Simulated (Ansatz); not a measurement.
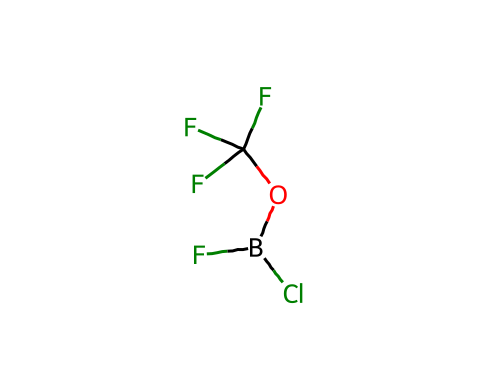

A structural formula.

**Transcribe the drawing into SMILES.**

FB(Cl)OC(F)(F)F

**What is the molecular formula?**

CBClF4O.

**An optimisation with PBE0-D4/def2-TZVP gave a structure of which point group?**

Cs. Other conformers may differ.

The parts below concern this one geometry. Atoms keep their numbers from picture to picture. The geometry was computed by an optimisation with PBE0-D4/def2-TZVP.

### Electronic properties

Properties computed with RKS ωB97X-V/def2-TZVPP (Ansatz 0.2.0).

Computed properties:

- HOMO energy (Kohn–Sham orbital): −12.49 eV
- LUMO energy (Kohn–Sham orbital): 1.91 eV
- HOMO–LUMO gap: 14.40 eV
- vertical ionisation energy: 12.86 eV

### Thermal motion

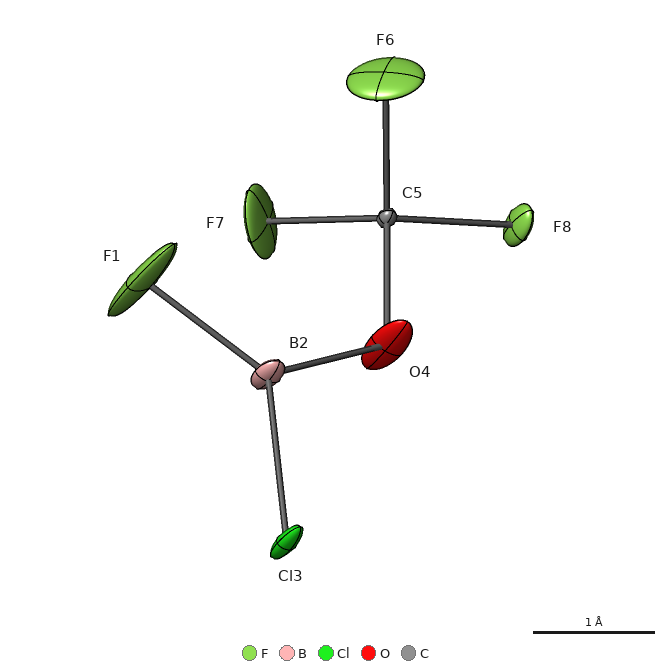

Displacement ellipsoids at the 50 % level, from the internal vibrations of the free molecule (harmonic, no overall translation or rotation; no half-axis is drawn under 0.075 Å). Vibrations computed with RKS PBE0-D4/def2-TZVP (Ansatz 0.2.0). Temperature: 600 K.

**Which atom has the largest mean-square displacement?**

F1, with U_eq = 0.0461 Å².

List U_eq and the three principal root-mean-square amplitudes for each kind of atom.

```csv
atom,U_eq (Å²),rms amplitudes (Å)
F1,0.0461,"0.058, 0.127, 0.345"
B2,0.0080,"0.046, 0.076, 0.127"
Cl3,0.0093,"0.045, 0.063, 0.148"
O4,0.0205,"0.039, 0.095, 0.225"
C5,0.0027,"0.039, 0.047, 0.066"
"F6, F7",0.0264,"0.038, 0.177, 0.216"
F8,0.0108,"0.042, 0.099, 0.144"
```

### Vibrations

Harmonic vibrations computed with RKS PBE0-D4/def2-TZVP (Ansatz 0.2.0) at a stationary point of the same level.

**How many vibrational modes are there, and where do they lie?**

18 modes: 54, 83, 130, 260, 351, 432, 442, 568, 584, 646, 674, 785, 912, 1226, 1242, 1274, 1299, 1434 cm⁻¹.
